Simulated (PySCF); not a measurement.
CH$_{3}$AlF$_{2}$, SMILES `C[Al](F)F`.

PySCF calculation, ωB97X/def2-TZVP, gas phase; geometry: GFN2-xTB. No frequency check shows the geometry to be a minimum.

Coordinates in Å:

```
C1       1.9069    0.0055    0.0004
Al2     -0.0657    0.0002    0.0003
F3      -0.9672   -1.3814   -0.0004
F4      -0.9752    1.3768    0.0000
H5       2.2883    1.0257   -0.0042
H6       2.3026   -0.5105    0.8752
H7       2.3030   -0.5102   -0.8742
```

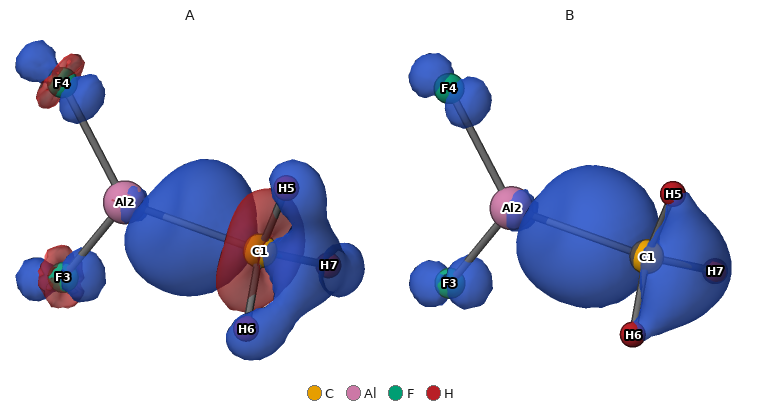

The Fukui function f⁻ from two separate SCF calculations and the density of the HOMO, at ±0.06 e/Å³ (blue positive, red negative).

> Which panel is which, and how good is the frozen-orbital picture?

A is f⁻ (it has negative regions), B the HOMO density. The HOMO lies on C1 (49 %), Al2 (23 %) and F3 and F4 (6 % each); f⁻ (Hirshfeld-condensed) is largest on C1 (0.28) and Al2 (0.24); the vertical ionisation energy is 11.85 eV (the stability of the cation's solution wasn't checked). Relaxation shifts 21 % of the electron between atoms. The orbital energy is −11.74 eV.
